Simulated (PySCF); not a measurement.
H₄O₄Si, SMILES `O[Si](O)(O)O`.

Computed with PySCF, B3LYP/aug-cc-pVDZ, geometry: GFN2-xTB. No frequency check shows the geometry to be a minimum.

Input script:

```python
import numpy as np
from pyscf import gto, scf, dft, tdscf
from pyscf.scf import atom_ks, atom_hf
from scipy.linalg import block_diag

def solve(mol, dm0=None, hcore=None):
    mf = (dft.UKS if mol.spin else dft.RKS)(mol, xc='b3lyp')
    mf.grids.level = 3
    mf = mf.density_fit(auxbasis='def2-universal-jkfit')
    mf.conv_tol, mf.max_cycle = 1e-8, 80
    if hcore is not None:
        mf.get_hcore = lambda *args: hcore
    mf.kernel(dm0)
    if not mf.converged:
        mf = mf.newton().run(mf.mo_coeff, mf.mo_occ, max_cycle=30)
    assert mf.converged, 'SCF not converged'
    return mf

mol = gto.M(atom='''
O      1.20865     0.64969    -0.87007
Si     0.00018    -0.00006    -0.00033
O      0.64985    -1.20831     0.86987
O     -0.64998     1.20836     0.86987
O     -1.20879    -0.64964    -0.87007
H      1.82417     0.06347    -1.29966
H      0.06329    -1.82059     1.30359
H     -0.06343     1.82063     1.30359
H     -1.82430    -0.06343    -1.29966
''', basis='aug-cc-pvdz', charge=0, spin=0, verbose=4)
mf = solve(mol)
td = mf.TDA()
td.nstates, td.singlet, td.conv_tol = 5, True, 1e-5
td.kernel()
td.analyze()
x, y = np.array([p[0] for p in td.xy]), np.array([p[1] + 0 * p[0] for p in td.xy])
f, mu = td.oscillator_strength(), td.transition_dipole()
nto = [td.get_nto(state=i + 1, verbose=4) for i in range(len(td.e))]
# spherically averaged free atoms, for the promolecule
atm = atom_ks.get_atm_nrks(mol, xc='b3lyp')
pro = block_diag(*[(atm[a[0]][2] * atm[a[0]][3]) @ atm[a[0]][2].T for a in mol._atom])
np.savez('result.npz', e=td.e, f=f, ok=td.converged, w=[n[0] for n in nto], nto=[n[1] for n in nto], x=x, y=y, c=mf.mo_coeff, occ=mf.mo_occ, eps=mf.mo_energy, pro=pro, mu=mu)
```

Launched as:

```sh
OMP_NUM_THREADS=1 python input.py
```

The run took 2.3 min on 1 thread of Intel(R) Xeon(R) Platinum 8259CL CPU @ 2.50GHz (Skylake/Cascade Lake), with other jobs on the host, peak memory 0.75 GiB.

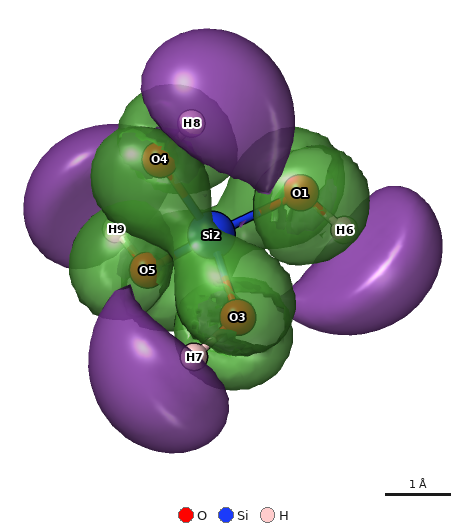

Unrelaxed difference density of S₃ less the ground state (TDA singlet states), ±0.005 e/Å³; purple: gain, green: loss.

How does the charge move on excitation?

Answer. 0.82 e is displaced in all, largely into diffuse regions outside the molecule. The state: 7.88 eV (157 nm), f = 0.000 (dark), diffuse (Rydberg-like) orbital; the leading pair carries 75 %; hole on O1, O3, O4 and O5 (21 % each) and Si2 (9 %), electron on Si2 (22 %), H6, H7, H8 and H9 (13 % each) and O1, O3, O4 and O5 (7 % each) (atom shares of so diffuse an orbital are rough) (shares are of the whole state, not of the leading pair alone); their centroids lie 0.0 Å apart.
